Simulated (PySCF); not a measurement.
# C4H12GeS: NMR shifts at several levels of theory, part 2 of 2

PySCF 2.14.0. Atoms count from 0. Earlier steps stand in the parts before.

## (6) Nuclear shieldings: B3LYP/pcSseg-1

The job: settings as JSON, then the geometry in Å.

```
{"job": {"kind": "nmr", "xc": "B3LYP", "basis": "pcSseg-1", "pop": false}, "charge": 0, "multiplicity": 1}
C      0.075722    -0.972125    -0.812465
C     -0.505096     0.120585     0.081845
C     -1.702367     0.789308    -0.590936
C     -0.895990    -0.456222     1.440674
Ge     0.881027     1.504438     0.375371
S      2.694088     0.599297     1.327297
H     -0.672013    -1.766598    -0.983754
H      0.957363    -1.443660    -0.349726
H      0.373920    -0.581870    -1.799382
H     -2.508805     0.053044    -0.757781
H     -1.438821     1.214131    -1.573184
H     -2.122976     1.599466     0.026832
H     -1.341857     0.308571     2.096733
H     -1.640977    -1.261855     1.315761
H     -0.023686    -0.881745     1.961697
H      1.289976     2.175042    -0.954598
H      0.402718     2.563941     1.386864
H      3.119906     0.002534     0.192914
```

Method: GIAO B3LYP/pcSseg-1 NMR shielding, non-relativistic, gas phase.

The program printed:

```text
coarse grid: 64120 points
cycle   1  E = -2634.5828244343  dE = -4.169e-01  |g| = 1.024e+00  |ddm| = 3.693e+00
cycle   2  E = -2634.5043163839  dE =  7.851e-02  |g| = 1.173e+00  |ddm| = 1.442e+00
cycle   3  E = -2634.6908558295  dE = -1.865e-01  |g| = 1.201e-01  |ddm| = 9.697e-01
cycle   4  E = -2634.6936319709  dE = -2.776e-03  |g| = 5.336e-02  |ddm| = 1.712e-01
cycle   5  E = -2634.6943009510  dE = -6.690e-04  |g| = 9.802e-03  |ddm| = 5.554e-02
cycle   6  E = -2634.6943257672  dE = -2.482e-05  |g| = 2.503e-03  |ddm| = 1.593e-02
cycle   7  E = -2634.6943276510  dE = -1.884e-06  |g| = 6.886e-04  |ddm| = 3.899e-03
final grid: 134080 points
cycle   8  E = -2634.6943246801  dE = -6.795e-08  |g| = 8.564e-04  |ddm| = 3.015e-03
cycle   9  E = -2634.6943245591  dE =  1.209e-07  |g| = 1.110e-03  |ddm| = 1.826e-03
cycle  10  E = -2634.6943248484  dE = -2.893e-07  |g| = 1.007e-04  |ddm| = 1.084e-03
cycle  11  E = -2634.6943248510  dE = -2.547e-09  |g| = 1.272e-05  |ddm| = 1.077e-04
cycle  12  E = -2634.6943248510  dE = -3.092e-11  |g| = 3.102e-06  |ddm| = 1.797e-05
converged SCF energy = -2634.6943248510

GIAO shielding tensors (ppm)
atom      isotropic    diamagn.    paramagn.     s11        s22        s33       span
  0 C      151.790     247.589     -95.799    135.842    140.948    178.579     42.737
  1 C      151.026     246.067     -95.041    146.075    148.479    158.525     12.449
  2 C      150.968     246.055     -95.088    134.999    136.573    181.331     46.331
  3 C      151.662     246.452     -94.790    134.234    141.592    179.161     44.927
  4 Ge    1339.972    2757.865   -1417.894   1169.759   1353.013   1497.143    327.383
  5 S      734.742    1057.370    -322.629    642.632    697.546    864.047    221.415
  6 H       30.604      31.340      -0.737     26.920     27.859     37.031     10.112
  7 H       30.083      32.382      -2.299     24.778     30.583     34.888     10.110
  8 H       30.508      32.006      -1.498     26.438     28.051     37.035     10.597
  9 H       30.288      30.230       0.058     26.550     27.400     36.914     10.364
 10 H       30.290      30.814      -0.525     25.948     28.131     36.790     10.842
 11 H       30.263      30.616      -0.353     25.781     28.160     36.847     11.066
 12 H       30.427      30.991      -0.564     26.202     27.994     37.085     10.883
 13 H       30.624      30.657      -0.034     26.909     27.852     37.110     10.200
 14 H       29.612      30.912      -1.300     24.213     30.091     34.533     10.320
 15 H       26.722      30.084      -3.362     19.842     22.732     37.590     17.748
 16 H       27.016      30.026      -3.009     20.364     22.827     37.858     17.494
 17 H       31.566      30.450       1.117     23.234     28.822     42.642     19.408
```

It took 66 s on 1 thread, shared host.

In short: δ C1 28.2, C0 27.8, Ge4 -48, S5 -249, H15 4.51, H6 1.08 ppm (means over like atoms).

## (7) NMR shieldings: PBE0/pcSseg-1

The job, as its differences from that of step 6:

```diff
@@ -1,2 +1,2 @@
-{"job": {"kind": "nmr", "xc": "B3LYP", "basis": "pcSseg-1", "pop": false}, "charge": 0, "multiplicity": 1}
+{"job": {"kind": "nmr", "xc": "PBE0", "basis": "pcSseg-1", "pop": false}, "charge": 0, "multiplicity": 1}
 C      0.075722    -0.972125    -0.812465
```

With the program's defaults for keys left out, this is: GIAO PBE0/pcSseg-1 NMR shielding, non-relativistic, gas phase.

The program printed:

```text
coarse grid: 64120 points
cycle   1  E = -2633.9254392513  dE = -4.090e-01  |g| = 9.387e-01  |ddm| = 3.690e+00
cycle   2  E = -2633.8851940271  dE =  4.025e-02  |g| = 1.003e+00  |ddm| = 1.237e+00
cycle   3  E = -2634.0128668428  dE = -1.277e-01  |g| = 9.837e-02  |ddm| = 7.881e-01
cycle   4  E = -2634.0145403908  dE = -1.674e-03  |g| = 3.991e-02  |ddm| = 1.306e-01
cycle   5  E = -2634.0149268796  dE = -3.865e-04  |g| = 7.097e-03  |ddm| = 4.202e-02
cycle   6  E = -2634.0149390478  dE = -1.217e-05  |g| = 2.074e-03  |ddm| = 1.131e-02
cycle   7  E = -2634.0149402956  dE = -1.248e-06  |g| = 4.803e-04  |ddm| = 3.002e-03
final grid: 134080 points
cycle   8  E = -2634.0149621924  dE = -8.473e-08  |g| = 5.755e-04  |ddm| = 2.505e-03
cycle   9  E = -2634.0149621482  dE =  4.413e-08  |g| = 7.086e-04  |ddm| = 1.222e-03
cycle  10  E = -2634.0149622710  dE = -1.228e-07  |g| = 7.070e-05  |ddm| = 7.140e-04
cycle  11  E = -2634.0149622722  dE = -1.225e-09  |g| = 8.468e-06  |ddm| = 7.355e-05
cycle  12  E = -2634.0149622723  dE = -1.774e-11  |g| = 2.712e-06  |ddm| = 1.230e-05
converged SCF energy = -2634.0149622723

GIAO shielding tensors (ppm)
atom      isotropic    diamagn.    paramagn.     s11        s22        s33       span
  0 C      157.573     248.267     -90.694    142.215    146.965    183.539     41.323
  1 C      158.928     246.304     -87.376    154.358    156.843    165.583     11.226
  2 C      156.842     246.887     -90.045    141.259    143.130    186.138     44.879
  3 C      157.455     247.191     -89.736    140.598    147.676    184.091     43.493
  4 Ge    1379.779    2758.469   -1378.690   1215.460   1390.312   1533.564    318.104
  5 S      763.667    1057.123    -293.456    672.750    728.257    889.995    217.245
  6 H       30.485      31.237      -0.751     26.581     27.633     37.242     10.660
  7 H       30.005      32.066      -2.060     24.513     30.428     35.075     10.562
  8 H       30.409      31.796      -1.386     26.156     27.846     37.226     11.069
  9 H       30.181      30.199      -0.017     26.227     27.205     37.112     10.886
 10 H       30.193      30.670      -0.477     25.641     27.952     36.985     11.343
 11 H       30.164      30.616      -0.452     25.473     27.982     37.037     11.564
 12 H       30.325      30.972      -0.647     25.914     27.782     37.279     11.365
 13 H       30.508      30.584      -0.076     26.576     27.626     37.320     10.744
 14 H       29.525      30.643      -1.118     23.914     29.948     34.713     10.799
 15 H       26.585      29.836      -3.251     19.641     22.543     37.570     17.929
 16 H       26.850      29.854      -3.005     20.123     22.612     37.814     17.690
 17 H       31.258      29.864       1.394     22.751     28.290     42.732     19.981
```

Run time: 71 s. Hardware: 1 thread, shared host.

In short: δ C0 27.1, C1 25.5, Ge4 -50, S5 -268, H15 4.55, H6 1.07 ppm (means over like atoms).

## (8) NMR shieldings: mPW1PW91/pcSseg-1

The job, as its differences from that of step 7:

```diff
@@ -1,2 +1,2 @@
-{"job": {"kind": "nmr", "xc": "PBE0", "basis": "pcSseg-1", "pop": false}, "charge": 0, "multiplicity": 1}
+{"job": {"kind": "nmr", "xc": "mPW1PW91", "basis": "pcSseg-1", "pop": false}, "charge": 0, "multiplicity": 1}
 C      0.075722    -0.972125    -0.812465
```

Level: GIAO mPW1PW91/pcSseg-1 NMR shielding, non-relativistic, gas phase.

The program printed:

```text
coarse grid: 64120 points
cycle   1  E = -2634.6831680756  dE = -4.072e-01  |g| = 9.318e-01  |ddm| = 3.689e+00
cycle   2  E = -2634.6429284831  dE =  4.024e-02  |g| = 9.989e-01  |ddm| = 1.239e+00
cycle   3  E = -2634.7709984254  dE = -1.281e-01  |g| = 9.746e-02  |ddm| = 7.892e-01
cycle   4  E = -2634.7726360733  dE = -1.638e-03  |g| = 3.969e-02  |ddm| = 1.290e-01
cycle   5  E = -2634.7730181787  dE = -3.821e-04  |g| = 7.027e-03  |ddm| = 4.137e-02
cycle   6  E = -2634.7730300715  dE = -1.189e-05  |g| = 2.105e-03  |ddm| = 1.121e-02
cycle   7  E = -2634.7730313457  dE = -1.274e-06  |g| = 4.940e-04  |ddm| = 3.010e-03
final grid: 134080 points
cycle   8  E = -2634.7730402679  dE = -9.112e-08  |g| = 5.781e-04  |ddm| = 2.547e-03
cycle   9  E = -2634.7730402260  dE =  4.190e-08  |g| = 7.060e-04  |ddm| = 1.214e-03
cycle  10  E = -2634.7730403458  dE = -1.198e-07  |g| = 7.126e-05  |ddm| = 7.051e-04
cycle  11  E = -2634.7730403470  dE = -1.246e-09  |g| = 9.133e-06  |ddm| = 7.532e-05
cycle  12  E = -2634.7730403470  dE = -1.728e-11  |g| = 2.867e-06  |ddm| = 1.306e-05
converged SCF energy = -2634.7730403470

GIAO shielding tensors (ppm)
atom      isotropic    diamagn.    paramagn.     s11        s22        s33       span
  0 C      156.791     248.390     -91.599    141.615    146.308    182.451     40.836
  1 C      157.934     246.702     -88.768    153.309    155.728    164.763     11.454
  2 C      156.063     246.922     -90.859    140.682    142.512    184.994     44.313
  3 C      156.678     247.265     -90.586    140.024    147.012    182.999     42.975
  4 Ge    1373.118    2758.704   -1385.586   1208.054   1385.097   1526.203    318.150
  5 S      759.003    1057.328    -298.325    666.782    722.548    887.678    220.896
  6 H       30.525      31.312      -0.787     26.627     27.684     37.264     10.637
  7 H       30.057      32.177      -2.120     24.591     30.483     35.096     10.505
  8 H       30.455      31.893      -1.438     26.231     27.904     37.230     10.999
  9 H       30.227      30.243      -0.016     26.278     27.266     37.137     10.860
 10 H       30.242      30.735      -0.493     25.716     28.010     37.001     11.284
 11 H       30.214      30.660      -0.445     25.550     28.040     37.052     11.502
 12 H       30.371      31.026      -0.655     25.991     27.838     37.284     11.293
 13 H       30.547      30.641      -0.094     26.623     27.677     37.342     10.719
 14 H       29.580      30.733      -1.152     23.996     30.002     34.743     10.747
 15 H       26.647      29.907      -3.260     19.715     22.608     37.618     17.903
 16 H       26.913      29.912      -2.999     20.195     22.682     37.862     17.667
 17 H       31.342      29.967       1.375     22.861     28.403     42.762     19.901
```

It took 65 s on 1 thread, shared host.

Key values: δ C0 27.0, C1 25.6, Ge4 -49, S5 -266, H15 4.54, H6 1.07 ppm (means over like atoms).

## (9) Run by run: NMR shifts

Shifts (ppm), means over like atoms, with basis size and wall time:

| run | C1 | C0 | H15 | H6 | H17 | Ge4 | S5 | functions | time |
| --- | --- | --- | --- | --- | --- | --- | --- | --- | --- |
| KT2/pcSseg-1 | 30.1 | 27.7 | 4.67 | 1.13 | -0.01 | -62 | -233 | 193 | 61 s |
| KT3/pcSseg-1 | 28.2 | 26.7 | 4.43 | 1.09 | -0.19 | -59 | -229 | 193 | 82 s |
| B97-D/pcSseg-1 | 30.8 | 27.6 | 4.65 | 1.13 | -0.10 | -51 | -226 | 193 | 76 s |
| B3LYP/pcSseg-1 | 28.2 | 27.8 | 4.51 | 1.08 | -0.18 | -48 | -249 | 193 | 66 s |
| PBE0/pcSseg-1 | 25.5 | 27.1 | 4.55 | 1.07 | 0.01 | -50 | -268 | 193 | 71 s |
| mPW1PW91/pcSseg-1 | 25.6 | 27.0 | 4.54 | 1.07 | -0.03 | -49 | -266 | 193 | 65 s |

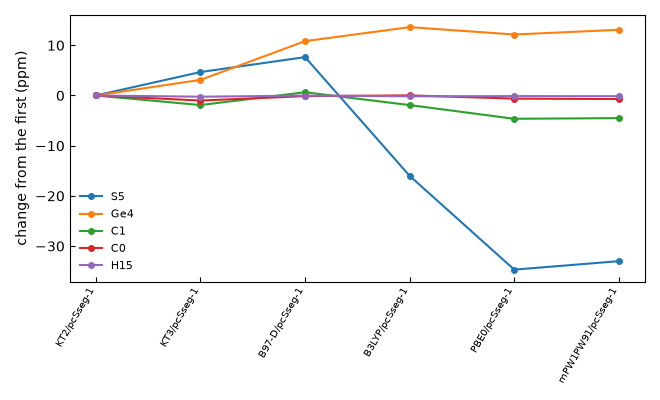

How five of the tabulated atoms move from run to run.

## (10) What came out

What follows sums up all 2 parts.

```
                                                              quantity                  value
                                                           point group                     C1
                                  rotational constants (main isotopes)   2.85, 1.27, 1.11 GHz
¹³C shifts against TMS (KT2/pcSseg-1, means over atoms taken as alike)         30.1, 27.7 ppm
 ¹H shifts against TMS (KT2/pcSseg-1, means over atoms taken as alike)  4.67, 1.13, -0.01 ppm
                              ⁷³Ge shifts against GeMe4 (KT2/pcSseg-1)                -62 ppm
                                 ³³S shifts against CS2 (KT2/pcSseg-1)               -233 ppm
                                              range of the shift of S5       -268 to -226 ppm
```

Single values in the summary come from the first run of each kind that ended normally (KT2/pcSseg-1), which need not be the best level. Over 7 steps the energy fell by 0.106 eV; of the close pairs, C1–Ge4 changed most, 2.031 to 1.981 Å. At KT2/pcSseg-1: The largest span, 328 ppm, is at Ge4, where the paramagnetic term is -1378 ppm. In ppm, S5 moves most: its shift spreads over 42 ppm, from -268 (PBE0/pcSseg-1) to -226 (B97-D/pcSseg-1). Spin-orbit coupling is left out, which matters for shieldings and couplings at and beside the heavy atoms.
